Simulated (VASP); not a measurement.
Band structure of In$_{2}$SrTe$_{4}$ (space group I4/m). Level of theory: LDA (Ceperley-Alder, Perdew-Zunger), VASP's LDA PAW potentials (set 64) (plane waves; VASP).

Unless said otherwise, spin-orbit coupling is left out, though it shifts the bands of the heavy elements here.

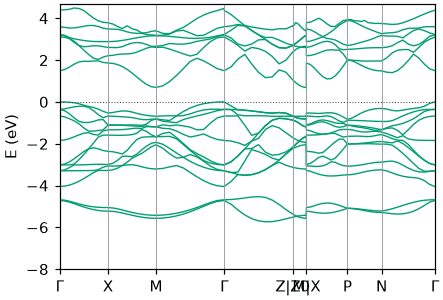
*Bands along high-symmetry lines, zero at the valence-band maximum or, without a gap, the Fermi level*

**Question.** Read the plot: is there a gap, and where are the band edges?

**Answer.** The gap is indirect, 0.69 eV, from the valence maximum at Γ to the conduction minimum at M. (Edges off the drawn lines would not show.)

The structure comes from a computed database's In2SrTe4 entry (I4/m); how it stands against other phases isn't given here. It was relaxed first, which changed the volume by -15 %.
